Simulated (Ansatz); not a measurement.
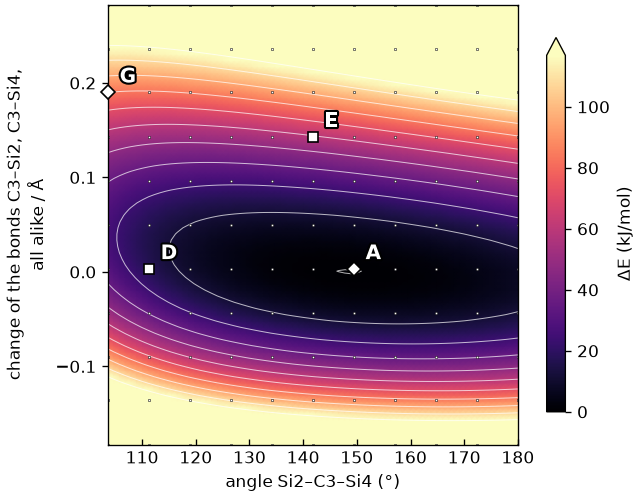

CH₂FSi₂, SMILES F[SiH+]C#[SiH], charge +1. 
- The first coordinate is: angle Si2–C3–Si4; the second: change of the bonds C3–Si2, C3–Si4, all alike.
- Nothing is relaxed (all other coordinates rigid).
- Grid: 11 × 11 points.
- Points are written as (first, second).
- Energies are in kJ/mol, from the lowest grid point.
- The calculation used RKS PBE0-D4/def2-TZVP (Ansatz 0.2.0).

The picture shows a smooth colour map with a few white contour lines, dots at the grid points, one colour for all values above the top of the scale, lettered points. Between grid points the surface is interpolated.

**Is G the lowest point of the computed grid?**

No. G lies 84 kJ/mol above the lowest grid point, which is at (149.5°, 0.003 Å).

**What kind of point is each of A, E: minimum, saddle, maximum or slope?**

A: minimum; E: on a slope. (In these two coordinates alone; a stationary point may lie a little off the grid point.)

**Rank the lettered points by energy, lowest first.**

A (0 kJ/mol), D (18 kJ/mol), E (59 kJ/mol), G (84 kJ/mol).
